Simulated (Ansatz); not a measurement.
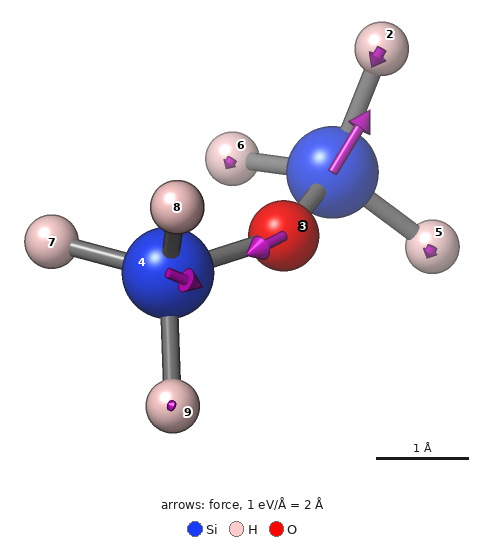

Starting geometry of Si2H6O with the computed forces as purple arrows. The picture is a ball-and-stick view, seen from a free direction.

It is one of the separated reactants of a reaction.

Level of theory: RKS PBE0-D4/def2-TZVP (Ansatz 0.2.0). Set-up: force threshold 0.005 eV/Å; at most 200 steps.

**What follows when this structure is relaxed?**

It isn't relaxed: the largest force vector, on a Si atom, is 0.41 eV/Å. The final displacements have little in common with the starting forces (cosine between the two patterns 0.02). The energy falls by 0.59 kJ/mol in 21 accepted moves (29 points after the start). The largest force component goes from 0.36 to 0.00086 eV/Å. The line search rejected the trial steps at points 4, 13, 14, 18, 19, 21, 22, 25 of the run. The forces were under the threshold at step 3, but the run went on from there. The largest move after the best rigid fit is that of an H atom, 0.33 Å. Largest moves by element: H 0.33 Å, O 0.31 Å, Si 0.05 Å. Some distances before and after: O–Si 1.627 → 1.634 Å. Groups turn about O–Si by about 45°, O–Si by about 30°.
